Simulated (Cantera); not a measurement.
Charge: 1 mol AlN, 0.19 mol O₂, 97 mol H₂, at 10.0 mbar.

These are equilibrium values from Cantera (NASA tables, ideal gas, pure condensed phases), not measurements of a reactor. Candidate condensed phases: Al, AlN, Al₂O₃, H₂O; 35 gas species. Mutual solubility and eutectic melting of coexisting phases are not modelled. The tables' values for AlOH are old estimates; treat these amounts as uncertain. Condensed phases not in the tables: aluminium oxynitride. The numbers say what is thermodynamically allowed, not how fast it happens.

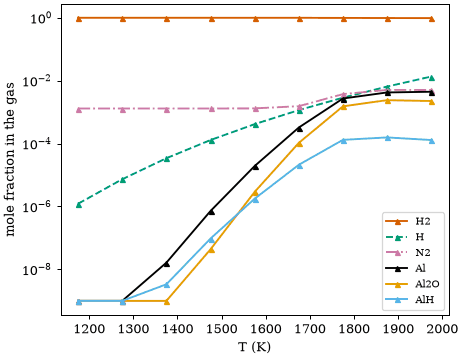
Figure. Equilibrium gas composition (values under 1e-9 drawn at 1e-9)

From 1175 K to 1775 K the condensed part is AlN(s) + Al₂O₃(s). From 1875 K to 1975 K the condensed part is Al₂O₃(s).
